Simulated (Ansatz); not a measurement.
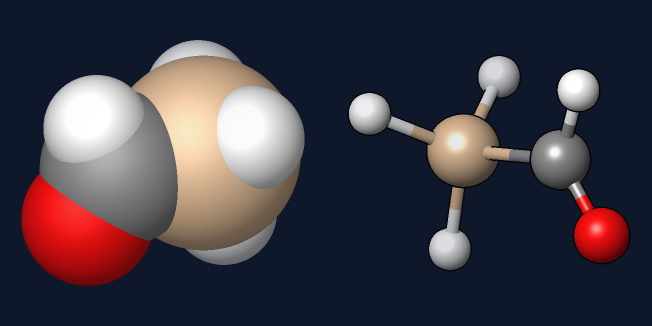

The same structure drawn twice, from different directions. Colours: hydrogen white, silicon light orange, carbon grey, oxygen red.

The computed structure is the end point of a PBE0-D4/def2-TZVP optimisation.

Description:

Formula CH4OSi. The point group is Cs. Coordination: 1 Si tetrahedral; 1 C trigonal planar.

More results for the same structure follow; atom numbers are the same in all pictures, views and colours differ.

### Geometry

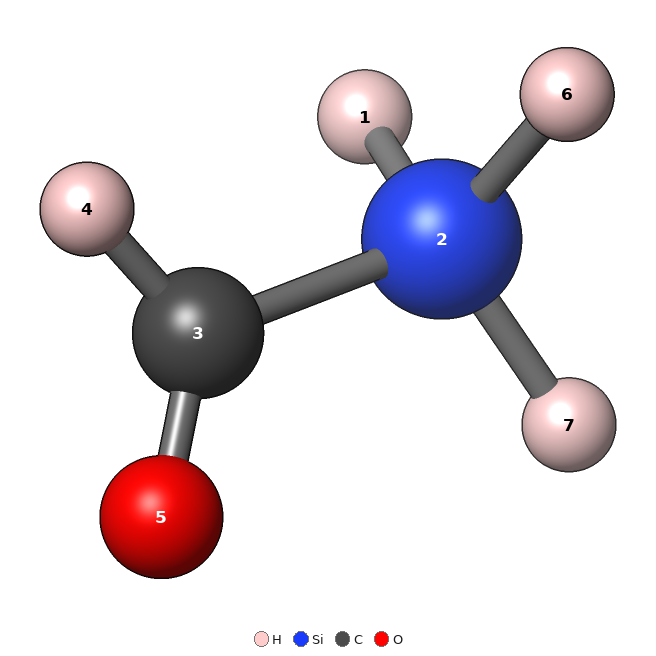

Numbered structure.

Which atoms are bonded, and how long are the bonds?

```
  bond  length (Å)
H1–Si2       1.487
Si2–C3       1.927
Si2–H6       1.487
Si2–H7       1.481
 C3–H4       1.118
 C3–O5       1.204
```

### Dipole moment

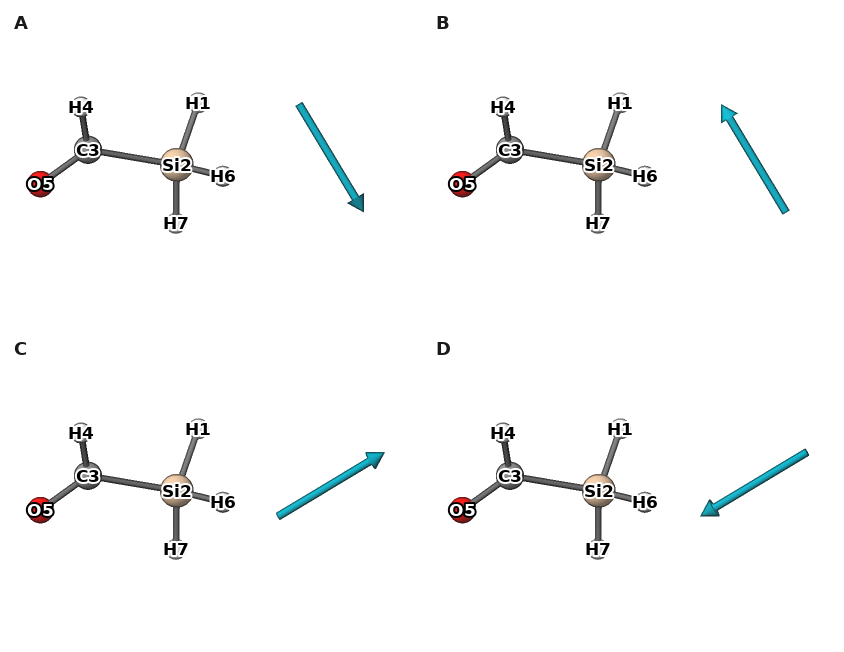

The same molecule four times, each with an arrow. Method: RKS PBE0-D4/def2-TZVP (Ansatz 0.2.0).

Question: Which arrow points along the dipole moment, from the negative to the positive end?

Answer: C. The dipole moment is 2.15 D; it points from the side of O5 to the side of H1, H6 (the outermost atoms at the two ends).

### Charges

The questions are on Mulliken charges. Method: RKS PBE0-D4/def2-TZVP (Ansatz 0.2.0).

Question: Which atom carries the highest charge (most positive or least negative)?

Answer: Si2 (0.14 e).

Question: And the lowest?

Answer: O5 (−0.24 e).

List the Mulliken charges.

```csv
atom,value (e)
H1,−0.01
Si2,0.14
C3,0.04
H4,0.08
O5,−0.24
H6,−0.01
H7,0.00
```

### Vibrations

Harmonic vibrations computed with RKS PBE0-D4/def2-TZVP (Ansatz 0.2.0) at a stationary point of the same level.

Question: How many vibrational modes are there, and where do they lie?

Answer: 15 modes: 75, 280, 475, 536, 738, 895, 905, 934, 941, 1393, 1782, 2222, 2230, 2265, 2817 cm⁻¹.

Mulliken values depend strongly on the basis set and can even reverse the polarity of a bond.
